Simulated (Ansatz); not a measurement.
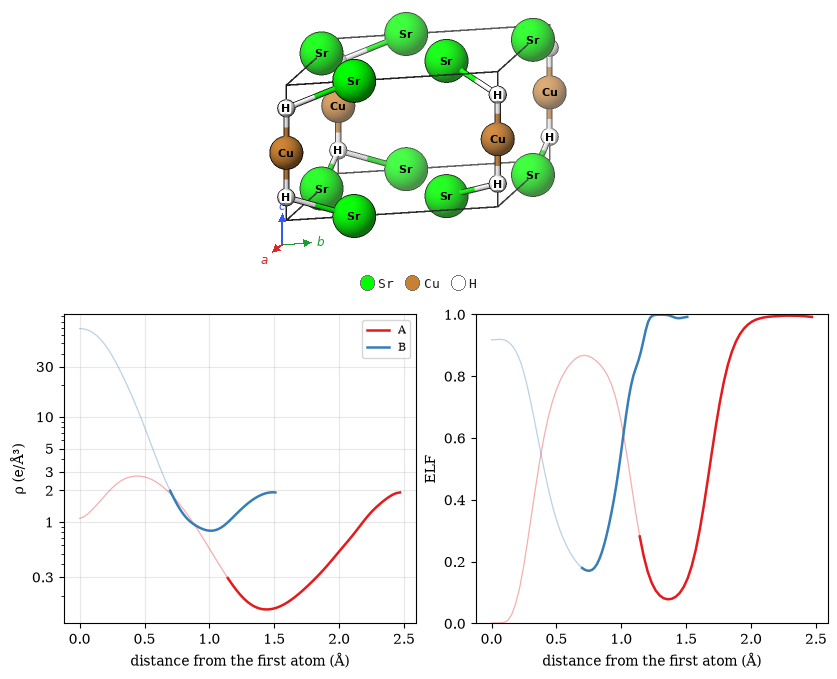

Sr₃CuH₂. Valence pseudo-density and electron localisation function along straight lines between neighbouring atoms. Thin, pale parts lie inside the atomic spheres. The structure is drawn too.

Space group P-62m; a structure generated by program, which may or may not match a known phase; computed without spin polarisation.

Theory: Ansatz 0.2.0, DFT PBE, scalar-relativistic, plane waves, PAW.

The density is the valence pseudo-density of a PAW calculation; it isn't the true density close to the nuclei.

```
Sr Cu H
1.0
     7.28914    0.00000    0.00000
    -3.64457    6.31258    0.00000
     0.00000    0.00000    4.58235
Sr Cu H
3 1 2
Direct
  0.32124 0.00000 0.00000
  0.00000 0.32124 0.00000
  0.67876 0.67876 0.00000
  0.00000 0.00000 0.50000
  0.00000 0.00000 0.82916
  0.00000 0.00000 0.17084
```

**Which curve belongs to which contact (Cu–H and Sr–H)? The first atom named is at distance zero.**

Curve A: Sr–H (2.47 Å): ρ at the midpoint is about 0.21 e/Å³; the ELF climbs to about 1 towards the hydrogen. Curve B: Cu–H (1.51 Å): ρ at the midpoint is about 1.5 e/Å³; the ELF climbs to about 1 towards the hydrogen.
